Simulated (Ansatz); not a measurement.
## Geometry relaxation, with input and output: AlN₃H₈

AlN₃H₈, computed with RKS PBE-D4/def2-SVP (Ansatz 0.2.0).

The input holds or restrains some coordinates. It belongs to a series of runs on one base structure; here: pulled along the bonds that form and break, towards end A. Figures and captions count atoms from 1; the log counts them from 0 in places.

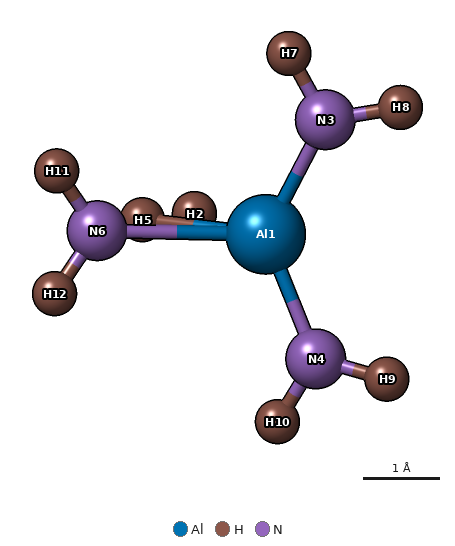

Fig. 1: The starting structure (ball-and-stick view, seen on its broad side; atoms are numbered from 1 in the order of the input). Sticks mark near contacts. Bond lengths as drawn: Al–H 1.95 Å, Al–N 1.78 to 2.24 Å and H–N 1.01 Å.

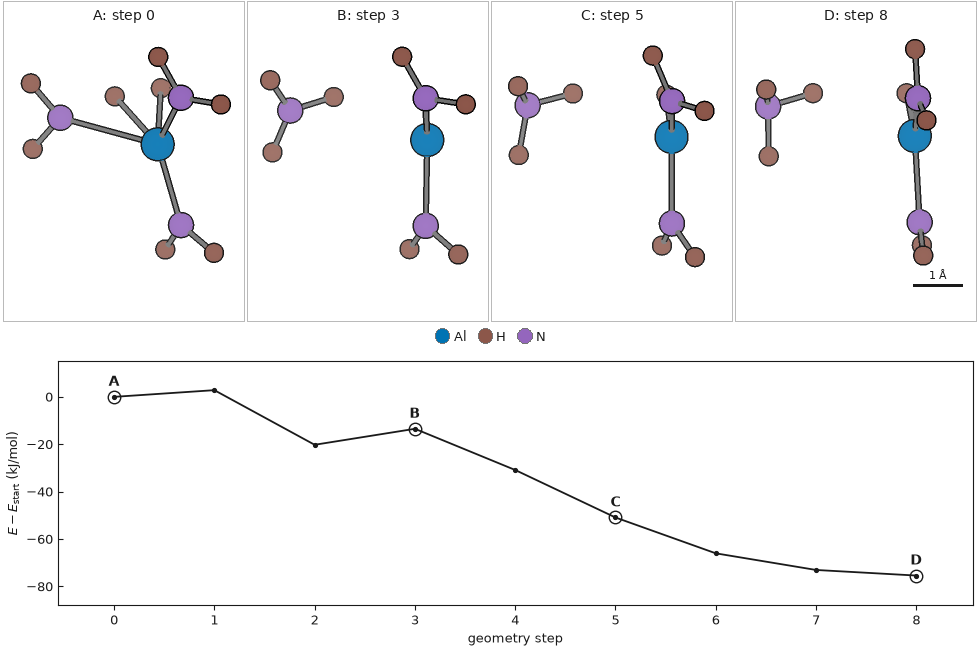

Fig. 2: Frames of the restrained relaxation (ball-and-stick view, seen at a tilt) above the curves, on which the letters mark them (the first geometry is step 0 here and step 1 in the log).

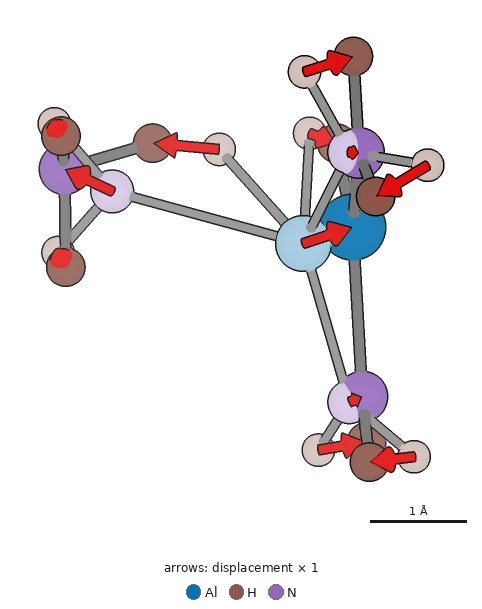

Fig. 3: Start (faint) and end (solid) with the displacements as red arrows, at true length (ball-and-stick view, seen at a tilt). The two geometries are laid on each other by the best rigid fit. After 8 geometry steps the energy has fallen by 75.4 kJ/mol. Largest force component: 1.9 eV/Å at the start, 0.45 eV/Å at the end. H5 moves most after the best rigid fit: 0.71 Å. Largest moves by element: H 0.71 Å, N 0.65 Å, Al 0.60 Å. Distances before and after: Al1–N6 2.236 → 3.214 Å, Al1–H5 1.947 → 2.608 Å, Al1–H2 2.002 → 1.545 Å, H5–N6 1.347 → 1.028 Å. New bonds form: Al1–H2 (2.00 → 1.55 Å), H5–N6 (1.35 → 1.03 Å). Bonds break: Al1–N6 (2.24 → 3.21 Å). Among the angles that change: H2–Al1–N3 109.4° → 119.4°, H2–Al1–N4 110.3° → 119.3°, N3–Al1–N4 127.7° → 121.2°. (Atoms are counted from 1 in the order of the input.)

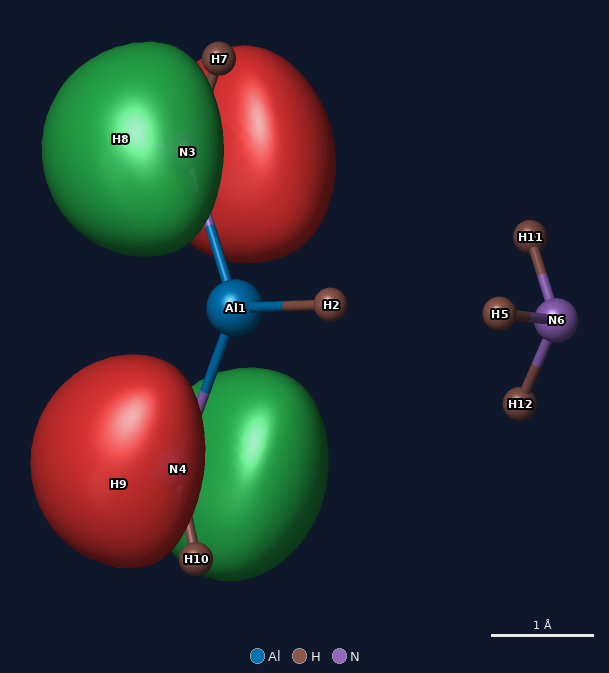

Fig. 4: One frontier orbital at ±0.1 Å⁻³ᐟ² (green and red are the two phases), seen face on. The HOMO, at −5.24 eV.

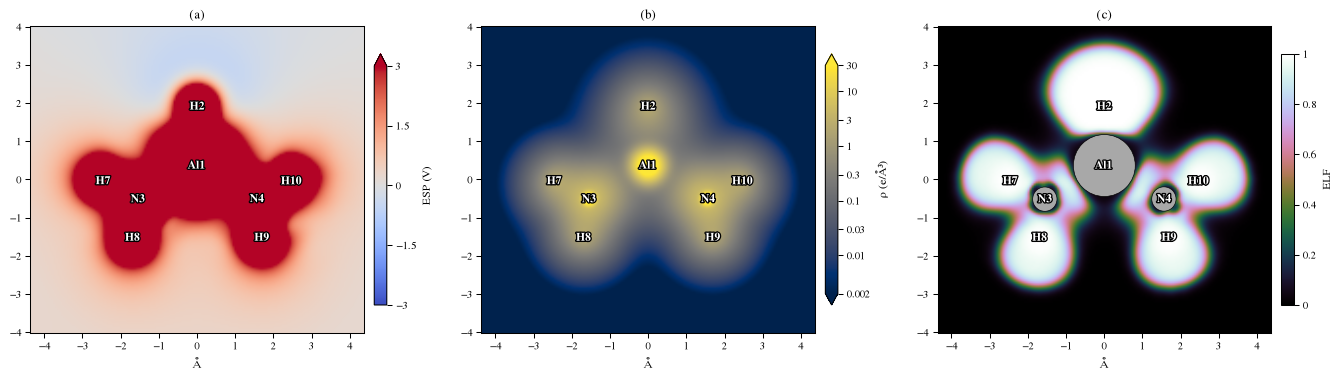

Fig. 5: (a) electrostatic potential; (b) total electron density; (c) electron localisation function on the plane of atoms Al1, N3 and H7. Grey discs, where drawn, cover atomic cores. The plane passes through Al, H and N nuclei. Al–N (1.79 Å): ρ at the midpoint is about 0.79 e/Å³; the ELF peaks at about 0.90 in the valence shell of N, 0.7 Å from its nucleus, and is about 0.60 at the midpoint.

The input and output of the run follow.

### Input file
```yaml
crystal:
  periodic: [false, false, false]
  atoms:
    - { symbol: Al, position_ang: [-0.1953, 0.2631, 0.2671] }
    - { symbol: H, position_ang: [1.043, -1.1019, 1.0497] }
    - { symbol: "N", position_ang: [0.5428, 1.8736, 0.4019] }
    - { symbol: "N", position_ang: [-1.886, -0.1873, 0.5793] }
    - { symbol: H, position_ang: [1.0475, -1.2234, 0.0718] }
    - { symbol: "N", position_ang: [0.7903, -1.062, -1.2404] }
    - { symbol: H, position_ang: [1.433, 2.1339, -0.0011] }
    - { symbol: H, position_ang: [0.2056, 2.6449, 0.959] }
    - { symbol: H, position_ang: [-2.6135, 0.3988, 0.9615] }
    - { symbol: H, position_ang: [-2.2537, -1.122, 0.4651] }
    - { symbol: H, position_ang: [1.5724, -0.7885, -1.8194] }
    - { symbol: H, position_ang: [0.3139, -1.8295, -1.6944] }
basis:
  gaussian: { orbitals: def2-SVP }
hamiltonian:
  xc: pbe
  dispersion: d4
relax:
  f_tol: 0.15
  max_steps: 25
  restrain:
    - { distance: [0, 5], at: 3.22, k: 30.0 }
    - { distance: [4, 1], at: 1.92, k: 30.0 }
    - { distance: [0, 1], at: 1.52, k: 30.0 }
    - { distance: [4, 5], at: 1.02, k: 30.0 }
output:
  orbitals: {}
```

Launch command:
```bash
ansatz run input.yaml --threads 2 --pin off --max-ram 3072MiB --backend cpu --events-out ev --progress --plain --runs-dir out
```

### The program's output
```
The last accepted step is kept in [file] (removed where the run ends without a failure and the disk answers)
Engine: ansatz 0.2.0, x86_64-unknown-linux-gnu
Functional definition: PBE
  parameter kappa = 0.804
  parameter beta = 0.06672455060314922
  exchange = pbe_x(kappa = kappa, mu = beta*pi^2/3)
  correlation = pbe_c(beta = beta)
1173 factors; their error is unknown
mean field evaluation 1: about -11160.0088 eV, gradient 1.1e2 eV
mean field evaluation 2: about -11091.3427 eV, gradient 1.8e2 eV
mean field evaluation 4: about -11182.2438 eV, gradient 2.0e1 eV
mean field evaluation 8: about -11183.1682 eV, gradient 1.9e-1 eV
mean field evaluation 16: about -11183.1108 eV, gradient 8.6e-5 eV
mean field -11183.11080642 eV, -410.9717419513 hartree, gradient 1.3e-5 eV, S^2 0.000000; 0 other end points of the search recorded, 0 dependent functions left out
the calculation of the forces begins
reference -11183.11085019 eV, -410.9717435595 hartree; 21, 21 occupied and 79, 79 virtual orbitals, 1173 factors
relax step   1: F+E_penalty+E_count = -11183.31271027 eV  Δ(F+E_penalty+E_count) = +0.000e0 eV  max|allowed force component| = 1.882e0 eV/Å  E_restraint = 32.71556581 eV  max|allowed force component, restraints' pulls added| = 3.822e1 eV/Å  Δτ_max = 0.0000 Å  (28 SCF iters, accepted)
  distance Al 0 - N 5 = 2.2360 Å
  distance H 4 - H 1 = 0.9854 Å
  distance Al 0 - H 1 = 2.0023 Å
  distance H 4 - N 5 = 1.3469 Å
these checks for a lower state are left out or cut short: starts, cluster_reference, orbital_swaps, neighbouring_geometries, increment
1173 factors; their error is unknown
mean field -11183.09386064 eV, -410.9711192051 hartree, gradient 1.7e-5 eV, S^2 0.000000; 0 other end points of the search recorded, 0 dependent functions left out
[... from here on the field's lines of each further geometry are left out, up to the last ...]
relax step   2: F+E_penalty+E_count = -11183.28343053 eV  Δ(F+E_penalty+E_count) = +2.928e-2 eV  max|allowed force component| = 4.736e0 eV/Å  E_restraint = 15.75702412 eV  max|allowed force component, restraints' pulls added| = 2.504e1 eV/Å  Δτ_max = 0.1950 Å  (35 SCF iters, accepted)
relax step   3: F+E_penalty+E_count = -11183.52231598 eV  Δ(F+E_penalty+E_count) = -2.389e-1 eV  max|allowed force component| = 3.404e0 eV/Å  E_restraint = 5.32558664 eV  max|allowed force component, restraints' pulls added| = 1.249e1 eV/Å  Δτ_max = 0.1946 Å  (32 SCF iters, accepted)
relax step   4: F+E_penalty+E_count = -11183.45241936 eV  Δ(F+E_penalty+E_count) = +6.990e-2 eV  max|allowed force component| = 1.041e0 eV/Å  E_restraint = 0.58938305 eV  max|allowed force component, restraints' pulls added| = 3.534e0 eV/Å  Δτ_max = 0.1931 Å  (27 SCF iters, accepted)
relax step   5: F+E_penalty+E_count = -11183.63258183 eV  Δ(F+E_penalty+E_count) = -1.802e-1 eV  max|allowed force component| = 1.147e0 eV/Å  E_restraint = 0.02611692 eV  max|allowed force component, restraints' pulls added| = 1.870e0 eV/Å  Δτ_max = 0.1943 Å  (34 SCF iters, accepted)
relax step   6: F+E_penalty+E_count = -11183.84029388 eV  Δ(F+E_penalty+E_count) = -2.077e-1 eV  max|allowed force component| = 1.038e0 eV/Å  E_restraint = 0.01934144 eV  max|allowed force component, restraints' pulls added| = 1.506e0 eV/Å  Δτ_max = 0.1995 Å  (33 SCF iters, accepted)
relax step   7: F+E_penalty+E_count = -11183.99697809 eV  Δ(F+E_penalty+E_count) = -1.567e-1 eV  max|allowed force component| = 5.070e-1 eV/Å  E_restraint = 0.01269607 eV  max|allowed force component, restraints' pulls added| = 5.978e-1 eV/Å  Δτ_max = 0.2000 Å  (33 SCF iters, accepted)
relax step   8: F+E_penalty+E_count = -11184.06972323 eV  Δ(F+E_penalty+E_count) = -7.275e-2 eV  max|allowed force component| = 4.793e-1 eV/Å  E_restraint = 0.01128421 eV  max|allowed force component, restraints' pulls added| = 3.697e-1 eV/Å  Δτ_max = 0.2000 Å  (28 SCF iters, accepted)
the calculation of the forces begins
reference -11183.92248638 eV, -411.0015706395 hartree; 21, 21 occupied and 79, 79 virtual orbitals, 1173 factors
relax step   9: F+E_penalty+E_count = -11184.09419695 eV  Δ(F+E_penalty+E_count) = -2.447e-2 eV  max|allowed force component| = 4.512e-1 eV/Å  E_restraint = 0.01231910 eV  max|allowed force component, restraints' pulls added| = 4.574e-2 eV/Å  Δτ_max = 0.1583 Å  (26 SCF iters, accepted)
  distance Al 0 - N 5 = 3.2144 Å
  distance H 4 - H 1 = 1.9287 Å
  distance Al 0 - H 1 = 1.5454 Å
  distance H 4 - N 5 = 1.0282 Å
1173 factors; their error is unknown
mean field evaluation 96: about -11183.9224 eV, gradient 8.3e-4 eV
mean field -11183.92244286 eV, -411.0015690404 hartree, gradient 2.5e-5 eV, S^2 0.000000; 1 other end points of the search recorded, 0 dependent functions left out
the calculation of the forces begins
reference -11183.92248638 eV, -411.0015706395 hartree; 21, 21 occupied and 79, 79 virtual orbitals, 1173 factors
Total energy: -11184.09424046 eV, -411.0078824856 hartree
Atom 0 at    -0.106814     0.206362     0.859697 Å, force    -0.405738     0.432857    -0.308675 eV/Å
Atom 1 at     0.878363    -0.917892     1.251895 Å, force     0.420660    -0.451245     0.429794 eV/Å
Atom 2 at     0.521410     1.846319     0.519583 Å, force    -0.006025    -0.035409     0.007977 eV/Å
Atom 3 at    -1.852448    -0.164140     0.728982 Å, force     0.045744     0.000368    -0.006326 eV/Å
Atom 4 at     1.251527    -1.524482    -0.540529 Å, force     0.065420    -0.088515     0.010565 eV/Å
Atom 5 at     1.136446    -1.503012    -1.562080 Å, force    -0.107721     0.120180    -0.133504 eV/Å
Atom 6 at     1.512893     2.085469     0.581521 Å, force     0.003577     0.022451     0.005204 eV/Å
Atom 7 at    -0.024770     2.685659     0.317937 Å, force     0.006316    -0.003516    -0.023341 eV/Å
Atom 8 at    -2.593604     0.478425     0.444380 Å, force    -0.013758    -0.000779    -0.000676 eV/Å
Atom 9 at    -2.257331    -1.064923     0.991680 Å, force    -0.009318     0.005086    -0.006188 eV/Å
Atom 10 at     1.410852    -0.555895    -1.858270 Å, force    -0.008019     0.002723     0.010911 eV/Å
Atom 11 at     0.123475    -1.572191    -1.734696 Å, force     0.008863    -0.004201     0.014261 eV/Å
Dipole moment:    -0.328397     0.414275     0.075986 e Å
```

### Trajectory as extended XYZ (Å, eV, eV/Å), 9 frames, from step=1 to step=9
```
12
Properties=species:S:1:pos:R:3:forces:R:3 step=1 energy=-11183.31271
Al   -0.1953    0.2631    0.2671    1.2970  -1.6084  -0.9158
H     1.0430   -1.1019    1.0497   -0.5526   0.6189   0.6231
N     0.5428    1.8736    0.4019   -0.1977  -0.1791  -0.1679
N    -1.8860   -0.1873    0.5793    0.2594   0.1244  -0.1341
H     1.0475   -1.2234    0.0718    0.3375  -0.5020  -0.8392
N     0.7903   -1.0620   -1.2404   -0.9402   1.3769   1.8825
H     1.4330    2.1339   -0.0011    0.4089   0.0231  -0.2216
H     0.2056    2.6449    0.9590   -0.2696   0.3591   0.3288
H    -2.6135    0.3988    0.9615   -0.3185   0.4142   0.1867
H    -2.2537   -1.1220    0.4651   -0.0835  -0.4845  -0.0496
H     1.5724   -0.7885   -1.8194    0.5615   0.3636  -0.3993
H     0.3139   -1.8295   -1.6944   -0.5023  -0.5063  -0.2936
12
Properties=species:S:1:pos:R:3:forces:R:3 step=2 energy=-11183.28343
Al   -0.1958    0.2816    0.4351    1.6535  -2.0399  -0.1419
H     0.9670   -0.9988    1.1743   -0.8072   0.7839  -0.2734
N     0.5405    1.8820    0.4054   -0.0337   0.2609  -0.2454
N    -1.8921   -0.1847    0.5823   -0.1362   0.0666  -0.1143
H     1.0465   -1.2449   -0.1220    0.2232  -0.4892  -2.2465
N     0.8647   -1.1563   -1.3006   -1.0372   1.6584   4.7360
H     1.4356    2.1319   -0.0029    0.2242  -0.0469  -0.0972
H     0.2054    2.6524    0.9614   -0.2401   0.5786   0.2995
H    -2.6195    0.4013    0.9629   -0.4808   0.3967   0.1095
H    -2.2531   -1.1254    0.4649   -0.0019  -0.3130   0.0314
H     1.5934   -0.7880   -1.8445    1.5520   0.5664  -1.1738
H     0.3073   -1.8513   -1.7163   -0.9157  -1.4224  -0.8838
12
Properties=species:S:1:pos:R:3:forces:R:3 step=3 energy=-11183.52232
Al   -0.1981    0.3032    0.6186    1.5613  -1.9726  -0.0843
H     0.8774   -0.8859    1.2594   -0.6128   0.5551  -0.1494
N     0.5382    1.8904    0.4041   -0.2055   0.4423  -0.1024
N    -1.8978   -0.1820    0.5820   -0.2487   0.2159  -0.0206
H     1.0762   -1.3002   -0.3061    0.3398  -0.4651  -0.9167
N     0.9304   -1.2401   -1.3476   -0.7369   1.1358   3.4038
H     1.4376    2.1299   -0.0031    0.1719  -0.0941  -0.0203
H     0.2039    2.6619    0.9632   -0.1406   0.6754   0.1633
H    -2.6273    0.4051    0.9626   -0.5556   0.3035  -0.0036
H    -2.2518   -1.1281    0.4663    0.0538  -0.2102   0.1057
H     1.6185   -0.7797   -1.8660    1.3671   0.6630  -1.3193
H     0.2929   -1.8748   -1.7331   -0.9937  -1.2491  -1.0563
12
Properties=species:S:1:pos:R:3:forces:R:3 step=4 energy=-11183.45242
Al   -0.2024    0.3271    0.8101    0.5166  -0.7869  -0.9954
H     0.7810   -0.7730    1.3207    0.3631  -0.5291   0.3797
N     0.5274    1.9039    0.4070   -0.3772   0.3135   0.1677
N    -1.9045   -0.1727    0.5870   -0.1070   0.3428   0.1877
H     1.1349   -1.3794   -0.4143    0.2959  -0.2648   0.4868
N     1.0083   -1.3412   -1.4142   -0.1955   0.2852   1.0407
H     1.4385    2.1244    0.0014   -0.0174  -0.1758   0.1423
H     0.2019    2.6877    0.9646   -0.0110   0.6265  -0.0486
H    -2.6475    0.4128    0.9585   -0.4799   0.1355  -0.1590
H    -2.2473   -1.1293    0.4742    0.1344   0.0033   0.2006
H     1.6474   -0.7585   -1.9174    0.1188   0.1646  -0.7213
H     0.2623   -1.9020   -1.7777   -0.2408  -0.1147  -0.6812
12
Properties=species:S:1:pos:R:3:forces:R:3 step=5 energy=-11183.63258
Al   -0.1780    0.3046    0.8499   -0.4110   0.3630  -0.7392
H     0.7804   -0.7930    1.3526    0.5198  -0.6718   0.2999
N     0.4637    1.9391    0.4494    0.0672   0.2621   0.1834
N    -1.9143   -0.1182    0.6288   -0.1057  -0.0157   0.2411
H     1.1973   -1.4476   -0.4222   -0.0341   0.0324   0.0301
N     1.1305   -1.4905   -1.4376   -0.1512   0.0212  -1.1473
H     1.3983    2.0841    0.0480   -0.1151  -0.1259   0.1850
H     0.2004    2.7973    0.9450   -0.0847  -0.0154  -0.1900
H    -2.7270    0.4350    0.9205    0.0952   0.0425  -0.2544
H    -2.2120   -1.0949    0.5241    0.0744   0.0821   0.1921
H     1.6025   -0.7551   -1.9966   -0.4865  -0.4466   0.6385
H     0.2581   -1.8610   -1.8619    0.6317   0.4722   0.5607
12
Properties=species:S:1:pos:R:3:forces:R:3 step=6 energy=-11183.84029
Al   -0.1338    0.2567    0.8546   -0.4289   0.4032  -0.5502
H     0.8300   -0.8623    1.3127    0.4361  -0.5264   0.3229
N     0.4641    1.8966    0.4469    0.2910   0.7379   0.2137
N    -1.8692   -0.1254    0.6275   -0.5965  -0.2182   0.2713
H     1.2336   -1.5247   -0.4517   -0.0594   0.0978   0.0707
N     1.1528   -1.5211   -1.4698   -0.2050   0.2618  -1.0380
H     1.4436    2.0644    0.1694   -0.2844  -0.0994   0.2155
H     0.0789    2.7968    0.7868    0.0793  -0.5051  -0.3204
H    -2.6838    0.4956    0.7619    0.4104  -0.1655  -0.2408
H    -2.2078   -1.0997    0.6603    0.1309   0.3080   0.1268
H     1.5045   -0.6378   -1.9024   -0.4396  -0.6442   0.5259
H     0.1872   -1.7392   -1.7960    0.6660   0.3500   0.4024
12
Properties=species:S:1:pos:R:3:forces:R:3 step=7 energy=-11183.99698
Al   -0.1415    0.2574    0.7986   -0.3998   0.3737  -0.2441
H     0.8160   -0.8616    1.2667    0.4603  -0.5070   0.3163
N     0.4941    1.8927    0.4440    0.2787   0.4083   0.1279
N    -1.8742   -0.1588    0.6570   -0.4148  -0.0338   0.1379
H     1.2356   -1.5219   -0.4941    0.0361  -0.0213   0.1039
N     1.1670   -1.5378   -1.5164   -0.2126   0.2133  -0.4925
H     1.5129    2.0357    0.3548   -0.3928   0.0282   0.1031
H     0.0403    2.7964    0.6489    0.1556  -0.3612  -0.2351
H    -2.6808    0.4831    0.6195    0.3190  -0.2889  -0.1080
H    -2.1987   -1.1163    0.8570    0.0290   0.3358  -0.0077
H     1.4602   -0.6111   -1.8719   -0.1210  -0.2309   0.1652
H     0.1693   -1.6581   -1.7640    0.2623   0.0838   0.1331
12
Properties=species:S:1:pos:R:3:forces:R:3 step=8 energy=-11184.06972
Al   -0.1202    0.2246    0.8330   -0.4284   0.4659  -0.2634
H     0.8557   -0.8953    1.2561    0.4430  -0.4793   0.3721
N     0.5086    1.8623    0.4828   -0.0144   0.3440   0.0373
N    -1.8624   -0.1604    0.7266   -0.2099   0.0804  -0.0355
H     1.2233   -1.5412   -0.5224    0.0762  -0.0765   0.0119
N     1.1486   -1.5239   -1.5476   -0.1320   0.0673  -0.1373
H     1.5153    2.0572    0.4677   -0.1298   0.0228   0.0365
H    -0.0128    2.7514    0.4614    0.1809  -0.3697  -0.0781
H    -2.6391    0.4752    0.5062    0.2116  -0.1675   0.0183
H    -2.2291   -1.0907    0.9459   -0.0128   0.0748   0.0121
H     1.4701   -0.5940   -1.8474   -0.0135   0.0323   0.0147
H     0.1420   -1.5655   -1.7624    0.0290   0.0055   0.0114
12
Properties=species:S:1:pos:R:3:forces:R:3 step=9 energy=-11184.09420
Al   -0.1068    0.2064    0.8597   -0.4057   0.4329  -0.3087
H     0.8784   -0.9179    1.2519    0.4207  -0.4512   0.4298
N     0.5214    1.8463    0.5196   -0.0060  -0.0354   0.0080
N    -1.8524   -0.1641    0.7290    0.0457   0.0004  -0.0063
H     1.2515   -1.5245   -0.5405    0.0654  -0.0885   0.0106
N     1.1364   -1.5030   -1.5621   -0.1077   0.1202  -0.1335
H     1.5129    2.0855    0.5815    0.0036   0.0225   0.0052
H    -0.0248    2.6857    0.3179    0.0063  -0.0035  -0.0233
H    -2.5936    0.4784    0.4444   -0.0138  -0.0008  -0.0007
H    -2.2573   -1.0649    0.9917   -0.0093   0.0051  -0.0062
H     1.4109   -0.5559   -1.8583   -0.0080   0.0027   0.0109
H     0.1235   -1.5722   -1.7347    0.0089  -0.0042   0.0143
```

### Summary

| quantity | value |
| --- | --- |
| outcome | converged under the restraints of the input |
| total energy | −11184.0942 eV |
| mean-field energy | −11183.9225 eV |
| largest force (length of the vector) at the end, held atoms and coordinates included | 0.752 eV/Å |
| hardware | 2 threads of Intel Xeon @ 2.90GHz (Ice Lake), 16 GiB of memory available, shared host |
| wall time | 14 s (CPU time 25 s) |
| peak memory | 0.2 GiB |
